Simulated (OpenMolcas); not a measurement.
# One shape, several levels: doublet [GeHF3]−

Aim: a comparison of 6 runs (UHF/3-21G, UB3LYP/6-31G*, UM06-L/aug-cc-pVDZ, UPBE/aug-cc-pVDZ, USVWN5/aug-cc-pVDZ, UTPSS/aug-cc-pVDZ) of doublet [GeHF3]−. 

Program for the calculation: OpenMolcas 26.06.

**1. The structure to begin with**

[GeHF3]− has 5 atoms, charge -1, and is taken as a doublet. As SMILES of the parent species, `[F][GeH]([F])[F]`. The shape is that of a PBE0-D4/def2-TZVP optimisation. That shape belongs to the parent species and isn't relaxed for this state.

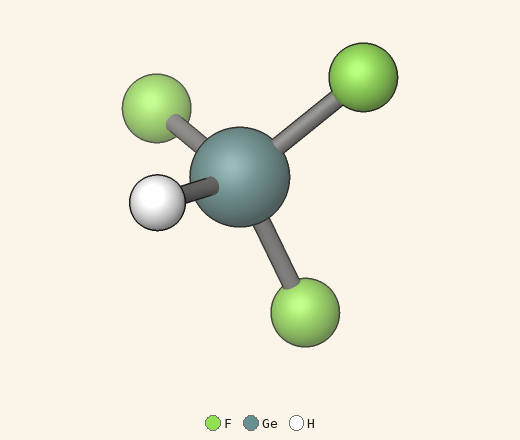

Viewed from a chosen angle; fluorine green, germanium teal, hydrogen white.

**2. A single-point energy at UHF/3-21G (run 1)**

calc.inp

```
>>> EXPORT MOLCAS_PRINT=2

&GATEWAY
 BasLib
 $CurrDir
 Coord
 5
 angstrom
 F       -0.249800      -0.734100       1.483000
 Ge       0.095600      -0.008700      -0.023300
 F       -0.673100       1.515700      -0.011300
 F       -0.708100      -0.944000      -1.204000
 H        1.585200       0.097300      -0.285700
 Basis
 3-21G
 Group
 NoSym

&SEWARD

&SCF
 UHF
 Charge
 -1
 Spin
 2
 Thresholds
 1e-10 1e-07 1e-07 1e-05
 PrOrbitals
 1 1
```

The basis set 3-21G is read from a file made from the Basis Set Exchange's data (not shown).

The run is started by

```sh
$ export MOLCAS_MEM=1860
$ pymolcas calc.inp > calc.log
```

The log of the run:

```text
--- Start Module: gateway ---
[...]
--- Stop Module: gateway /rc=_RC_ALL_IS_WELL_ ---
--- Start Module: seward ---
[...]
      Basis functions           51
--- Stop Module: seward /rc=_RC_ALL_IS_WELL_ ---
--- Start Module: scf ---
[...]
       Convergence after  24 Iterations
[...]
::    Total SCF energy                              -2362.6469127403
[...]
      Total spin, S                                     0.5049411206
[...]
      Total electronic charge=   61.000000
      Total            charge=   -1.000000
[...]
      Dipole Moment (debye):
      Origin of the operator (angstrom)=   -0.1692   -0.0275    0.0233
                   X=  1.3018E+00               Y=  9.3452E-02               Z= -2.2999E-01           Total=  1.3252E+00
      Center of Charge (angstrom)
[...]
--- Stop Module: scf /rc=_RC_ALL_IS_WELL_ ---
[...]
```

It took 2.3 s on 1 thread of Intel Xeon 6975P-C (Granite Rapids), shared host; peak memory 0.38 GiB.

**3. The energy at UB3LYP/6-31G(d) (spherical functions) (run 2)**

job.inp

```
* F3GeH Kohn-Sham DFT
>>> EXPORT MOLCAS_PRINT=2

&GATEWAY
 BasLib=$CurrDir
 Coord
 5
 bohr
 F     -0.47205359    -1.38724795     2.80246384
 Ge     0.18065782    -0.01644062    -0.04403062
 F     -1.27197465     2.86425789    -0.02135391
 F     -1.33811507    -1.78390146    -2.27523025
 H      2.99559385     0.18387035    -0.53989475
 Basis=6-31Gs
 Group=NoSym

&SEWARD
 GridInput
 Grid=UltraFine
 End of Grid

&SCF
 UHF
 Charge=-1
 Spin=2
 KSDFT=B3LYP
 Thresholds=1e-10 1e-07 1e-07 1e-05
 PrOrbitals=1 1
```

The basis set 6-31G* is read from a file made from the Basis Set Exchange's data (not shown).

The run is started by

```sh
$ export MOLCAS_MEM=1860
$ pymolcas job.inp > job.log
```

The log of the run:

```text
--- Start Module: gateway ---
[...]
--- Stop Module: gateway /rc=_RC_ALL_IS_WELL_ ---
--- Start Module: seward ---
[...]
      Basis functions           76
--- Stop Module: seward /rc=_RC_ALL_IS_WELL_ ---
[...]
--- Start Module: scf ---
[...]
       Convergence after  19 Iterations
[...]
::    Total KS-DFT energy                           -2376.9042871597
[...]
      Total spin, S                                     0.5008975482
[...]
      Total electronic charge=   61.000000
      Total            charge=   -1.000000
[...]
      Dipole Moment (debye):
      Origin of the operator (angstrom)=   -0.1692   -0.0275    0.0233
                   X=  1.5207E+00               Y=  1.0825E-01               Z= -2.6780E-01           Total=  1.5479E+00
      Center of Charge (angstrom)
[...]
--- Stop Module: scf /rc=_RC_ALL_IS_WELL_ ---
[...]
```

Run time: 23 s. Hardware: 1 thread of Intel Xeon 6975P-C (Granite Rapids), shared host; peak memory 0.43 GiB.

Runs 3 to 4 aren't shown in full; the table further down has their settings and results.

**4. A single-point energy at USVWN5/aug-cc-pVDZ (run 5)**

run.input

```
* F3GeH Kohn-Sham DFT

&GATEWAY
  BasLib
  $CurrDir
  Coord
  5
  angstrom
  F       -0.249800      -0.734100       1.483000
  Ge       0.095600      -0.008700      -0.023300
  F       -0.673100       1.515700      -0.011300
  F       -0.708100      -0.944000      -1.204000
  H        1.585200       0.097300      -0.285700
  Basis
  aug-cc-pVDZ
  Group
  NoSym

&SEWARD
  GridInput
  Grid=UltraFine
  End of Grid

&SCF
  UHF
  Charge
  -1
  Spin
  2
  KSDFT
  SVWN5
  Thresholds
  1e-10 1e-07 1e-07 1e-05
  PrOrbitals
  1 1
```

The basis set aug-cc-pVDZ is read from a file made from the Basis Set Exchange's data (not shown).

The run is started by

```sh
$ export MOLCAS_MEM=1860
$ pymolcas run.input > run.log
```

The log of the run:

```text
--- Start Module: gateway ---
[...]
--- Stop Module: gateway /rc=_RC_ALL_IS_WELL_ ---
--- Start Module: seward ---
[...]
      Basis functions          114
--- Stop Module: seward /rc=_RC_ALL_IS_WELL_ ---
[...]
--- Start Module: scf ---
[...]
       Convergence after  23 Iterations
[...]
::    Total KS-DFT energy                           -2372.1879643948
[...]
      Total spin, S                                     0.5001373083
[...]
      Total electronic charge=   61.000000
      Total            charge=   -1.000000
[...]
      Dipole Moment (debye):
      Origin of the operator (angstrom)=   -0.1692   -0.0275    0.0233
                   X= -1.9646E+00               Y= -1.4013E-01               Z=  3.4657E-01           Total=  1.9999E+00
      Center of Charge (angstrom)
[...]
--- Stop Module: scf /rc=_RC_ALL_IS_WELL_ ---
[...]
```

Run time: 38 s. Hardware: 1 thread of Intel Xeon 6975P-C (Granite Rapids), shared host; peak memory 0.69 GiB.

**5. The energy at UTPSS/aug-cc-pVDZ (run 6)**

test.input

```
* F3GeH Kohn-Sham DFT

&GATEWAY
 BASLIB=$CurrDir
 COORD
 5
 angstrom
 F       -0.249800      -0.734100       1.483000
 Ge       0.095600      -0.008700      -0.023300
 F       -0.673100       1.515700      -0.011300
 F       -0.708100      -0.944000      -1.204000
 H        1.585200       0.097300      -0.285700
 BASIS=aug-cc-pVDZ
 GROUP=NoSym

&SEWARD
 GRIDINPUT
 Grid=UltraFine
 End of Grid

&SCF
 UHF
 CHARGE=-1
 SPIN=2
 KSDFT=2
 1.0 MGGA_X_TPSS
 1.0 MGGA_C_TPSS
 THRESHOLDS=1e-10 1e-07 1e-07 1e-05
 PRORBITALS=1 1
```

The basis set aug-cc-pVDZ is read from a file made from the Basis Set Exchange's data (not shown).

The run is started by

```sh
$ export MOLCAS_MEM=1860
$ pymolcas test.input > test.log
```

The log of the run:

```text
--- Start Module: gateway ---
[...]
--- Stop Module: gateway /rc=_RC_ALL_IS_WELL_ ---
--- Start Module: seward ---
[...]
      Basis functions          114
--- Stop Module: seward /rc=_RC_ALL_IS_WELL_ ---
[...]
--- Start Module: scf ---
[...]
       Convergence after  27 Iterations
[...]
::    Total KS-DFT energy                           -2377.2245730903
[...]
      Total spin, S                                     0.5002195672
[...]
      Total electronic charge=   61.000000
      Total            charge=   -1.000000
[...]
      Dipole Moment (debye):
      Origin of the operator (angstrom)=   -0.1692   -0.0275    0.0233
                   X= -3.4221E+00               Y= -2.4393E-01               Z=  6.0342E-01           Total=  3.4834E+00
      Center of Charge (angstrom)
[...]
--- Stop Module: scf /rc=_RC_ALL_IS_WELL_ ---
[...]
```

Wall time 98 s (1 thread of Intel Xeon 6975P-C (Granite Rapids), shared host); peak memory 0.69 GiB.

**6. The series**

```
run                                level  integration grid   energy (Eh)  HOMO energy (eV)  LUMO energy (eV)   ⟨S²⟩  wall time
  1                            UHF/3-21G                 –  -2362.646913              3.37             10.67  0.760      2.3 s
  2  UB3LYP/6-31G* (spherical functions)         UltraFine  -2376.904287              4.46              6.40  0.752       23 s
  3                   UM06-L/aug-cc-pVDZ         UltraFine  -2377.129045              2.60              3.05  0.751    1.7 min
  4                     UPBE/aug-cc-pVDZ         UltraFine  -2376.635477              2.21              2.45  0.750       70 s
  5                   USVWN5/aug-cc-pVDZ         UltraFine  -2372.187964              2.21              2.53  0.750       38 s
  6                    UTPSS/aug-cc-pVDZ         UltraFine  -2377.224573              2.28              2.52  0.750       98 s
```

**7. Outcome**

| quantity | value |
| --- | --- |
| run 6: total energy | -2377.22457 Eh |
| run 6: HOMO energy (highest over α and β) | 2.28 eV |
| run 6: LUMO energy (lowest over α and β) | 2.52 eV |
| run 6: ⟨S²⟩ | 0.750 |

**Reading.** Totals of different functionals can't be ranked against each other. In runs 1, 2, 3, 4, 5, 6 the HOMO lies above zero, so the outermost electron may be held by the basis alone. All runs together took 5.6 min, the longest 1.7 min.
